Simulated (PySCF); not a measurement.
# C₃H₉GeN: core binding energies at several levels of theory, part 2 of 3

PySCF 2.14.0. Atoms count from 0.

### 5 Core holes by ΔSCF: PBE, X2C

The job: settings as JSON, then the geometry in Å.

```
{"job": {"kind": "xps", "xc": "PBE"}, "charge": 0, "multiplicity": 1}
C     -2.286448     0.612221    -0.142504
N     -1.121496     0.163670    -0.320250
C     -0.592220    -0.809513     0.600127
C      0.720879    -0.316843     1.195230
Ge     1.948682     0.401808    -0.165551
H     -2.941246     0.286451     0.691486
H     -2.693427     1.362385    -0.835627
H     -0.396740    -1.728396     0.019342
H     -1.317289    -1.075741     1.398900
H      0.534046     0.480477     1.933053
H      1.227098    -1.136300     1.728691
H      1.988341    -0.539422    -1.384666
H      1.555781     1.818081    -0.612839
H      3.366572     0.466034     0.446288
```

Method: delta-SCF UKS PBE, pcX-2 on the ionised atom, pcseg-1 elsewhere, spin-free X2C.

Output:

```text
ground state, core basis on atom 0 (C), 159 functions
  cycle   1  E = -2267.90251489  |g| = 4.30e-01
  cycle   2  E = -2267.78488829  |g| = 7.84e-01
  cycle   3  E = -2267.94336470  |g| = 2.23e-01
  cycle   4  E = -2267.95403478  |g| = 6.48e-02
  cycle   5  E = -2267.95500347  |g| = 1.59e-02
  cycle   6  E = -2267.95506167  |g| = 5.31e-03
  cycle   7  E = -2267.95506782  |g| = 8.39e-04
  cycle   8  E = -2267.95506818  |g| = 2.36e-04
  E(ground) = -2267.95939894 Eh
hole in C 1s of atom 0
  cycle   1  E = -2256.70543799  |g| = 1.52e+00
  cycle   2  E = -2254.11177786  |g| = 2.39e+00
  cycle   3  E = -2256.92260197  |g| = 7.53e-01
  cycle   4  E = -2257.07963083  |g| = 6.60e-01
  cycle   5  E = -2257.24414394  |g| = 2.18e-01
  cycle   6  E = -2257.26498239  |g| = 5.30e-02
  cycle   7  E = -2257.26650593  |g| = 2.15e-02
  cycle   8  E = -2257.26673343  |g| = 7.45e-03
  cycle   9  E = -2257.26676660  |g| = 1.24e-03
  cycle  10  E = -2257.26676696  |g| = 5.09e-04
  cycle  11  E = -2257.26676659  |g| = 3.17e-04
  E(ion) = -2257.27115523 Eh   <S^2> = 0.7724   hole on atom = 1.000   binding energy = 290.842 eV
ground state, core basis on atom 1 (N), 159 functions
  cycle   1  E = -2267.96460326  |g| = 9.42e-02
  cycle   2  E = -2267.96297357  |g| = 9.11e-02
  cycle   3  E = -2267.96281255  |g| = 9.44e-02
  cycle   4  E = -2267.96482252  |g| = 4.43e-03
  cycle   5  E = -2267.96482681  |g| = 9.16e-04
  cycle   6  E = -2267.96482497  |g| = 3.34e-04
  E(ground) = -2267.96912277 Eh
hole in N 1s of atom 1
  cycle   1  E = -2252.40724842  |g| = 1.88e+00
  cycle   2  E = -2249.57959993  |g| = 2.72e+00
  cycle   3  E = -2252.77591674  |g| = 6.97e-01
  cycle   4  E = -2252.97975933  |g| = 5.43e-01
  cycle   5  E = -2253.08540358  |g| = 2.23e-01
  cycle   6  E = -2253.10744952  |g| = 7.80e-02
  cycle   7  E = -2253.11065477  |g| = 1.91e-02
  cycle   8  E = -2253.11081627  |g| = 4.72e-03
  cycle   9  E = -2253.11083187  |g| = 2.04e-03
  cycle  10  E = -2253.11083323  |g| = 8.24e-04
  cycle  11  E = -2253.11083371  |g| = 3.25e-04
  E(ion) = -2253.11519279 Eh   <S^2> = 0.7693   hole on atom = 1.000   binding energy = 404.196 eV
ground state, core basis on atom 2 (C), 159 functions
  cycle   1  E = -2267.95406355  |g| = 7.54e-02
  cycle   2  E = -2267.95368094  |g| = 4.92e-02
  cycle   3  E = -2267.95349174  |g| = 5.67e-02
  cycle   4  E = -2267.95411615  |g| = 1.88e-02
  cycle   5  E = -2267.95420244  |g| = 1.24e-03
  cycle   6  E = -2267.95420390  |g| = 3.76e-04
  E(ground) = -2267.95848077 Eh
hole in C 1s of atom 2
  cycle   1  E = -2256.71251816  |g| = 1.53e+00
  cycle   2  E = -2255.12240887  |g| = 2.37e+00
  cycle   3  E = -2257.14055290  |g| = 5.24e-01
  cycle   4  E = -2257.13521810  |g| = 5.36e-01
  cycle   5  E = -2257.26871252  |g| = 1.08e-01
  cycle   6  E = -2257.27303912  |g| = 3.76e-02
  cycle   7  E = -2257.27375302  |g| = 7.52e-03
  cycle   8  E = -2257.27377736  |g| = 3.34e-03
  cycle   9  E = -2257.27378301  |g| = 6.34e-04
  cycle  10  E = -2257.27378304  |g| = 2.05e-04
  E(ion) = -2257.27809971 Eh   <S^2> = 0.7618   hole on atom = 1.000   binding energy = 290.628 eV
ground state, core basis on atom 3 (C), 159 functions
  cycle   1  E = -2267.95375922  |g| = 7.29e-02
  cycle   2  E = -2267.95360932  |g| = 3.03e-02
  cycle   3  E = -2267.95336407  |g| = 4.41e-02
  cycle   4  E = -2267.95379181  |g| = 1.25e-02
  cycle   5  E = -2267.95382913  |g| = 1.09e-03
  cycle   6  E = -2267.95382633  |g| = 3.26e-04
  E(ground) = -2267.95825497 Eh
hole in C 1s of atom 3
  cycle   1  E = -2256.74108031  |g| = 1.53e+00
  cycle   2  E = -2255.51468988  |g| = 2.17e+00
  cycle   3  E = -2257.24736560  |g| = 3.88e-01
  cycle   4  E = -2257.27787172  |g| = 2.79e-01
  cycle   5  E = -2257.31097008  |g| = 1.26e-01
  cycle   6  E = -2257.31777341  |g| = 3.31e-02
  cycle   7  E = -2257.31827586  |g| = 5.33e-03
  cycle   8  E = -2257.31828673  |g| = 1.92e-03
  cycle   9  E = -2257.31828887  |g| = 4.61e-04
  E(ion) = -2257.32255373 Eh   <S^2> = 0.7616   hole on atom = 1.000   binding energy = 289.412 eV
```

Run time: 18 s. Hardware: 1 thread of Arm Neoverse V1, shared host; peak memory 0.58 GiB.

The holes in one table. −ε is the ground-state orbital energy:

```tsv
hole	stands for	environment	ΔSCF (eV)	−ε (eV)	⟨S²⟩
C1s on C0	C0	C=N carbon	290.84	270.2	0.772
N1s on N1	N1	imine nitrogen	404.20	380.9	0.769
C1s on C2	C2	sp3 CH2 bonded to N	290.63	270.0	0.762
C1s on C3	C3	sp3 CH2 bonded to Ge	289.41	269.2	0.762
```

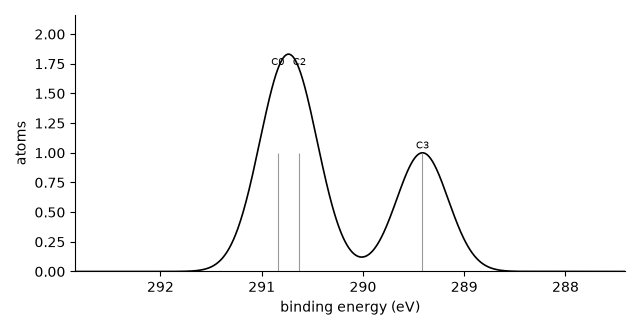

The C1s photoelectron lines, weighted by the number of atoms. Lines are broadened to a width of 0.60 eV (Gaussian).

### 6 Core-electron binding energies: HF, X2C

Same as in step 5 but for these lines:

```diff
@@ -1,2 +1,2 @@
-{"job": {"kind": "xps", "xc": "PBE"}, "charge": 0, "multiplicity": 1}
+{"job": {"kind": "xps", "xc": "HF"}, "charge": 0, "multiplicity": 1}
 C     -2.286448     0.612221    -0.142504
```

With the program's defaults for keys left out, this is: delta-SCF UKS HF, pcX-2 on the ionised atom, pcseg-1 elsewhere, spin-free X2C.

Output:

```text
ground state, core basis on atom 0 (C), 159 functions
  cycle   1  E = -2265.55384308  |g| = 4.19e-01
  cycle   2  E = -2265.61252786  |g| = 1.67e-01
  cycle   3  E = -2265.61920026  |g| = 6.24e-02
  cycle   4  E = -2265.62044181  |g| = 2.05e-02
  cycle   5  E = -2265.62056085  |g| = 4.97e-03
  cycle   6  E = -2265.62058144  |g| = 2.67e-03
  cycle   7  E = -2265.62058560  |g| = 9.47e-04
  cycle   8  E = -2265.62058618  |g| = 2.44e-04
  E(ground) = -2265.62058618 Eh
hole in C 1s of atom 0
  cycle   1  E = -2254.33478253  |g| = 1.48e+00
  cycle   2  E = -2254.64476975  |g| = 8.68e-01
  cycle   3  E = -2254.88252948  |g| = 1.62e-01
  cycle   4  E = -2254.89461611  |g| = 5.86e-02
  cycle   5  E = -2254.89682092  |g| = 2.62e-02
  cycle   6  E = -2254.89870549  |g| = 1.94e-02
  cycle   7  E = -2254.90029709  |g| = 1.69e-02
  cycle   8  E = -2254.90171199  |g| = 1.46e-02
  cycle   9  E = -2254.90420008  |g| = 7.62e-03
  cycle  10  E = -2254.90441087  |g| = 2.66e-03
  cycle  11  E = -2254.90444528  |g| = 9.71e-04
  cycle  12  E = -2254.90444612  |g| = 3.51e-04
  E(ion) = -2254.90444612 Eh   <S^2> = 1.0571   hole on atom = 1.000   binding energy = 291.601 eV
ground state, core basis on atom 1 (N), 159 functions
  cycle   1  E = -2265.63215819  |g| = 3.11e-02
  cycle   2  E = -2265.63223633  |g| = 9.15e-03
  cycle   3  E = -2265.63224908  |g| = 5.28e-03
  cycle   4  E = -2265.63225481  |g| = 3.35e-04
  E(ground) = -2265.63225481 Eh
hole in N 1s of atom 1
  cycle   1  E = -2250.05648001  |g| = 1.84e+00
  cycle   2  E = -2250.40077099  |g| = 1.15e+00
  cycle   3  E = -2250.75959270  |g| = 1.45e-01
  cycle   4  E = -2250.76846491  |g| = 3.86e-02
  cycle   5  E = -2250.76967651  |g| = 2.13e-02
  cycle   6  E = -2250.77075912  |g| = 1.31e-02
  cycle   7  E = -2250.77136500  |g| = 9.27e-03
  cycle   8  E = -2250.77171594  |g| = 6.08e-03
  cycle   9  E = -2250.77194197  |g| = 2.25e-03
  cycle  10  E = -2250.77196807  |g| = 6.28e-04
  cycle  11  E = -2250.77196893  |g| = 2.43e-04
  E(ion) = -2250.77196893 Eh   <S^2> = 0.8564   hole on atom = 1.000   binding energy = 404.369 eV
ground state, core basis on atom 2 (C), 159 functions
  cycle   1  E = -2265.62111302  |g| = 3.08e-02
  cycle   2  E = -2265.62123651  |g| = 9.18e-03
  cycle   3  E = -2265.62125295  |g| = 4.46e-03
  cycle   4  E = -2265.62125714  |g| = 6.43e-04
  cycle   5  E = -2265.62125735  |g| = 4.03e-04
  E(ground) = -2265.62125735 Eh
hole in C 1s of atom 2
  cycle   1  E = -2254.35405731  |g| = 1.50e+00
  cycle   2  E = -2254.67892828  |g| = 8.27e-01
  cycle   3  E = -2254.90650382  |g| = 1.26e-01
  cycle   4  E = -2254.91351036  |g| = 2.94e-02
  cycle   5  E = -2254.91421724  |g| = 1.75e-02
  cycle   6  E = -2254.91469665  |g| = 1.13e-02
  cycle   7  E = -2254.91499640  |g| = 5.18e-03
  cycle   8  E = -2254.91506857  |g| = 2.06e-03
  cycle   9  E = -2254.91508115  |g| = 1.46e-03
  cycle  10  E = -2254.91508871  |g| = 1.31e-03
  cycle  11  E = -2254.91509841  |g| = 1.19e-03
  cycle  12  E = -2254.91511440  |g| = 1.03e-03
  cycle  13  E = -2254.91514003  |g| = 6.94e-04
  cycle  14  E = -2254.91515402  |g| = 3.04e-04
  E(ion) = -2254.91515402 Eh   <S^2> = 0.8027   hole on atom = 1.000   binding energy = 291.328 eV
ground state, core basis on atom 3 (C), 159 functions
  cycle   1  E = -2265.62207921  |g| = 2.81e-02
  cycle   2  E = -2265.62218162  |g| = 5.47e-03
  cycle   3  E = -2265.62218860  |g| = 2.62e-03
  cycle   4  E = -2265.62219036  |g| = 5.96e-04
  cycle   5  E = -2265.62219050  |g| = 2.24e-04
  E(ground) = -2265.62219050 Eh
hole in C 1s of atom 3
  cycle   1  E = -2254.39296868  |g| = 1.50e+00
  cycle   2  E = -2254.72537645  |g| = 8.38e-01
  cycle   3  E = -2254.96267953  |g| = 1.11e-01
  cycle   4  E = -2254.96823806  |g| = 2.29e-02
  cycle   5  E = -2254.96887070  |g| = 1.45e-02
  cycle   6  E = -2254.96925050  |g| = 8.69e-03
  cycle   7  E = -2254.96941811  |g| = 3.53e-03
  cycle   8  E = -2254.96944245  |g| = 1.36e-03
  cycle   9  E = -2254.96944681  |g| = 8.43e-04
  cycle  10  E = -2254.96944893  |g| = 7.13e-04
  cycle  11  E = -2254.96945112  |g| = 6.57e-04
  cycle  12  E = -2254.96945533  |g| = 5.74e-04
  cycle  13  E = -2254.96946236  |g| = 4.13e-04
  E(ion) = -2254.96946236 Eh   <S^2> = 0.7909   hole on atom = 1.000   binding energy = 289.875 eV
```

Wall time 26 s (1 thread of Arm Neoverse V1, shared host); peak memory 0.61 GiB.

The holes in one table. −ε is the ground-state orbital energy:

```tsv
hole	stands for	environment	ΔSCF (eV)	−ε (eV)	⟨S²⟩
C1s on C0	C0	C=N carbon	291.60 (doubtful)	307.1	1.057
N1s on N1	N1	imine nitrogen	404.37 (doubtful)	423.8	0.856
C1s on C2	C2	sp3 CH2 bonded to N	291.33	306.6	0.803
C1s on C3	C3	sp3 CH2 bonded to Ge	289.88	305.6	0.791
```

Doubtful: the ion did not converge, its hole moved, or its ⟨S²⟩ is well above 0.75.

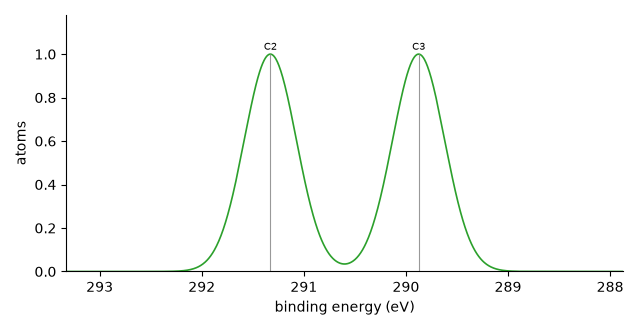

The C1s photoelectron lines, weighted by the number of atoms. Only 2 of the 3 C atoms are covered by sound results. Lines are broadened to a width of 0.60 eV (Gaussian).

### 7 Core holes by ΔSCF: SCAN, X2C

Same as in step 6 but for these lines:

```diff
@@ -1,2 +1,2 @@
-{"job": {"kind": "xps", "xc": "HF"}, "charge": 0, "multiplicity": 1}
+{"job": {"kind": "xps", "basis": "pcX-1"}, "charge": 0, "multiplicity": 1}
 C     -2.286448     0.612221    -0.142504
```

Level: delta-SCF UKS SCAN, pcX-1 on the ionised atom, pcseg-1 elsewhere, spin-free X2C.

Output:

```text
ground state, core basis on atom 0 (C), 138 functions
  cycle   1  E = -2268.30023063  |g| = 4.25e-01
  cycle   2  E = -2268.20903586  |g| = 7.14e-01
  cycle   3  E = -2268.34154328  |g| = 1.82e-01
  cycle   4  E = -2268.34886991  |g| = 4.80e-02
  cycle   5  E = -2268.34941203  |g| = 1.39e-02
  cycle   6  E = -2268.34946136  |g| = 4.27e-03
  cycle   7  E = -2268.34946725  |g| = 7.79e-04
  cycle   8  E = -2268.34946621  |g| = 3.10e-04
  E(ground) = -2268.49030839 Eh
hole in C 1s of atom 0
  cycle   1  E = -2257.06345785  |g| = 1.50e+00
  cycle   2  E = -2254.95590178  |g| = 2.10e+00
  cycle   3  E = -2257.28911350  |g| = 7.48e-01
  cycle   4  E = -2257.50845087  |g| = 5.13e-01
  cycle   5  E = -2257.60981791  |g| = 2.05e-01
  cycle   6  E = -2257.62785760  |g| = 4.11e-02
  cycle   7  E = -2257.62881299  |g| = 1.51e-02
  cycle   8  E = -2257.62897152  |g| = 8.77e-03
  cycle   9  E = -2257.62905423  |g| = 4.24e-03
  cycle  10  E = -2257.62910450  |g| = 2.61e-03
  cycle  11  E = -2257.62913001  |g| = 1.24e-03
  cycle  12  E = -2257.62913144  |g| = 3.64e-04
  E(ion) = -2257.76905153 Eh   <S^2> = 0.8063   hole on atom = 1.000   binding energy = 291.740 eV
ground state, core basis on atom 1 (N), 138 functions
  cycle   1  E = -2268.35035955  |g| = 6.41e-02
  cycle   2  E = -2268.34637293  |g| = 1.46e-01
  cycle   3  E = -2268.35117689  |g| = 1.20e-02
  cycle   4  E = -2268.35120987  |g| = 4.34e-03
  cycle   5  E = -2268.35121320  |g| = 7.18e-04
  cycle   6  E = -2268.35121487  |g| = 2.69e-04
  E(ground) = -2268.49057753 Eh
hole in N 1s of atom 1
  cycle   1  E = -2252.76375208  |g| = 1.86e+00
  cycle   2  E = -2250.41985895  |g| = 2.42e+00
  cycle   3  E = -2253.14729113  |g| = 6.92e-01
  cycle   4  E = -2253.40044568  |g| = 4.07e-01
  cycle   5  E = -2253.45154848  |g| = 1.85e-01
  cycle   6  E = -2253.46667114  |g| = 5.06e-02
  cycle   7  E = -2253.46810800  |g| = 1.16e-02
  cycle   8  E = -2253.46819211  |g| = 4.76e-03
  cycle   9  E = -2253.46821100  |g| = 2.63e-03
  cycle  10  E = -2253.46821951  |g| = 1.34e-03
  cycle  11  E = -2253.46822204  |g| = 6.59e-04
  cycle  12  E = -2253.46822370  |g| = 2.17e-04
  E(ion) = -2253.60746497 Eh   <S^2> = 0.7885   hole on atom = 1.000   binding energy = 404.990 eV
ground state, core basis on atom 2 (C), 138 functions
  cycle   1  E = -2268.34999036  |g| = 4.35e-02
  cycle   2  E = -2268.34902555  |g| = 7.74e-02
  cycle   3  E = -2268.35030997  |g| = 1.57e-02
  cycle   4  E = -2268.35036429  |g| = 5.46e-03
  cycle   5  E = -2268.35037002  |g| = 9.65e-04
  cycle   6  E = -2268.35037014  |g| = 2.54e-04
  E(ground) = -2268.49056696 Eh
hole in C 1s of atom 2
  cycle   1  E = -2257.07473886  |g| = 1.51e+00
  cycle   2  E = -2256.03821010  |g| = 2.03e+00
  cycle   3  E = -2257.53717381  |g| = 4.69e-01
  cycle   4  E = -2257.56699658  |g| = 3.82e-01
  cycle   5  E = -2257.63612427  |g| = 8.93e-02
  cycle   6  E = -2257.63928548  |g| = 2.77e-02
  cycle   7  E = -2257.63968416  |g| = 6.33e-03
  cycle   8  E = -2257.63970845  |g| = 4.05e-03
  cycle   9  E = -2257.63972042  |g| = 1.62e-03
  cycle  10  E = -2257.63972458  |g| = 8.31e-04
  cycle  11  E = -2257.63972575  |g| = 4.30e-04
  E(ion) = -2257.77891364 Eh   <S^2> = 0.7719   hole on atom = 1.000   binding energy = 291.479 eV
ground state, core basis on atom 3 (C), 138 functions
  cycle   1  E = -2268.34983704  |g| = 4.48e-02
  cycle   2  E = -2268.34943578  |g| = 5.85e-02
  cycle   3  E = -2268.35027250  |g| = 7.01e-03
  cycle   4  E = -2268.35027391  |g| = 7.09e-03
  cycle   5  E = -2268.35028395  |g| = 1.45e-03
  cycle   6  E = -2268.35028706  |g| = 3.51e-04
  E(ground) = -2268.49085614 Eh
hole in C 1s of atom 3
  cycle   1  E = -2257.10511461  |g| = 1.51e+00
  cycle   2  E = -2256.27199290  |g| = 1.90e+00
  cycle   3  E = -2257.62304915  |g| = 3.75e-01
  cycle   4  E = -2257.66326949  |g| = 2.11e-01
  cycle   5  E = -2257.68174397  |g| = 9.98e-02
  cycle   6  E = -2257.68624188  |g| = 2.52e-02
  cycle   7  E = -2257.68653813  |g| = 5.03e-03
  cycle   8  E = -2257.68655500  |g| = 2.44e-03
  cycle   9  E = -2257.68655728  |g| = 1.07e-03
  cycle  10  E = -2257.68655921  |g| = 4.43e-04
  E(ion) = -2257.82582626 Eh   <S^2> = 0.7691   hole on atom = 1.000   binding energy = 290.210 eV
```

Wall time 25 s (1 thread of Arm Neoverse V1, shared host); peak memory 0.52 GiB.

The holes in one table. −ε is the ground-state orbital energy:

```tsv
hole	stands for	environment	ΔSCF (eV)	−ε (eV)	⟨S²⟩
C1s on C0	C0	C=N carbon	291.74	274.7	0.806
N1s on N1	N1	imine nitrogen	404.99	386.0	0.788
C1s on C2	C2	sp3 CH2 bonded to N	291.48	274.5	0.772
C1s on C3	C3	sp3 CH2 bonded to Ge	290.21	273.6	0.769
```

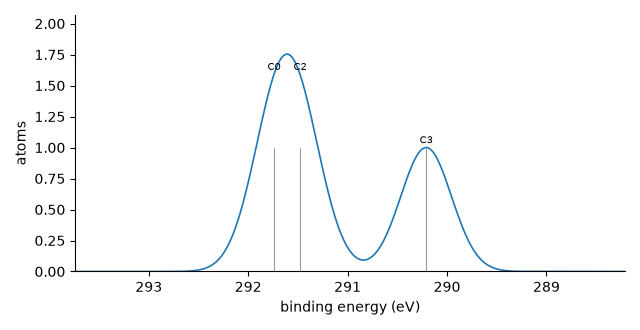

The C1s photoelectron lines, weighted by the number of atoms. Lines are broadened to a width of 0.60 eV (Gaussian).

(Part 2 of 3 ends here.)
